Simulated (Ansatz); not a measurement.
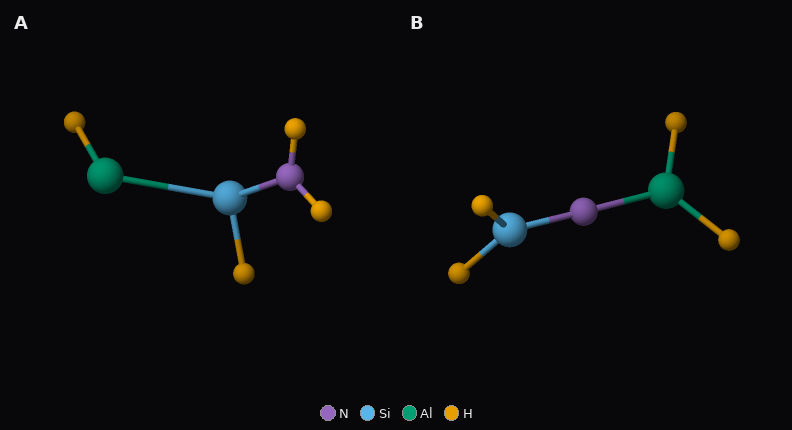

2 stationary structures of one formula. Geometries: PBE0-D4/def2-TZVP. Electronic energies: PBE0-D4/def2-TZVPP (Ansatz 0.2.0), without zero-point energy. No frequency run is at hand to confirm each as a minimum. Each is one conformer, not always the lowest.

Which structure is the most stable?

B is lowest; A lies 0.688 eV above it (C1).

Give E(B) − E(A) in eV at these levels too: PBE0-D4/def2-TZVP; r2SCAN-D4/def2-TZVPP; ωB97M-V/def2-TZVPP; B3LYP-D4/def2-TZVPP; PBE-D4/def2-TZVPP; PBE0-D4/def2-TZVPP; RHF-CCSD(T) (frozen core)/def2-TZVPP.

```json
{"level": "PBE0-D4/def2-TZVP", "E(B) − E(A) (eV)": "−0.723"}
{"level": "r2SCAN-D4/def2-TZVPP", "E(B) − E(A) (eV)": "−0.907"}
{"level": "ωB97M-V/def2-TZVPP", "E(B) − E(A) (eV)": "−1.016"}
{"level": "B3LYP-D4/def2-TZVPP", "E(B) − E(A) (eV)": "−0.907"}
{"level": "PBE-D4/def2-TZVPP", "E(B) − E(A) (eV)": "−0.585"}
{"level": "PBE0-D4/def2-TZVPP", "E(B) − E(A) (eV)": "−0.688"}
{"level": "RHF-CCSD(T) (frozen core)/def2-TZVPP", "E(B) − E(A) (eV)": "−0.947"}
```
